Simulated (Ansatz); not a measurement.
**CH2BrClO: basis-set convergence**

How large a basis does CH2BrClO need? Two functionals are run in growing sets.

The runs use Ansatz 0.2.0, Gaussian basis; one geometry, several basis sets.

Levels to be run: PBE0-D4/def2-SVP; ωB97M-V/def2-SVP; PBE0-D4/def2-QZVPP; ωB97M-V/def2-QZVPP; the functionals' def2-TZVPP values are taken from earlier runs.

### Step 1. The relaxed structure

The geometry comes from an earlier relaxation with PBE0-D4 in a triple-zeta def2 set; it is a stationary point.

SMILES `OC(Cl)Br`, 6 atoms, charge 0, spin multiplicity 1.

Atoms are counted from 1 here; the program's logs count them from 0.

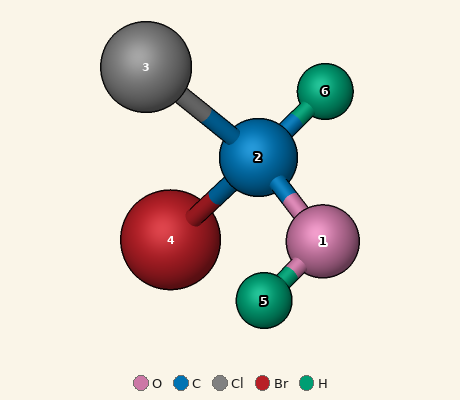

The structure; oxygen pink, carbon blue, chlorine grey, bromine red, hydrogen teal; atoms are numbered from 1 in the order of the file.

### Step 2. PBE0-D4 in def2-SVP

in.yaml reads:

```yaml
crystal:
  periodic: [false, false, false]
  atoms:
    - {symbol: O, position_ang: [0.586119, 0.968760, 0.270811]}
    - {symbol: C, position_ang: [-0.157823, -0.154779, 0.235525]}
    - {symbol: Cl, position_ang: [0.815151, -1.620726, -0.043151]}
    - {symbol: Br, position_ang: [-1.578179, -0.066833, -1.123914]}
    - {symbol: H, position_ang: [1.044042, 1.082341, -0.571149]}
    - {symbol: H, position_ang: [-0.667210, -0.272762, 1.185777]}
basis:
  gaussian: {orbitals: def2-SVP}
hamiltonian: {xc: pbe0, dispersion: d4}
output: {orbitals: {seedname: orbitals}}
```

Started as:

```bash
$ ansatz run in.yaml --threads 2 --pin off --events-out ev --progress --plain --max-ram 4352MiB
```

The runs that follow: ωB97M-V in def2-SVP; PBE0-D4 in def2-QZVPP; ωB97M-V in def2-QZVPP.

**Question.** What will the summary of the whole plan be? Wanted: PBE0-D4: double and triple zeta above quadruple; ωB97M-V: double and triple zeta above quadruple.

As calculated:

| quantity | value |
| --- | --- |
| PBE0-D4: double and triple zeta above quadruple | 18.58, 1.97 eV |
| ωB97M-V: double and triple zeta above quadruple | 18.52, 1.90 eV |

In words: PBE0-D4 gains 16.61 eV from double to triple zeta, then 1.97 eV more. These are total energies; as a rule much of such shifts cancels in differences, which this series doesn't test. The LUMO of ωB97M-V is positive and keeps falling with the basis (1.67 to 0.98 eV): an unbound level that the basis holds in place.
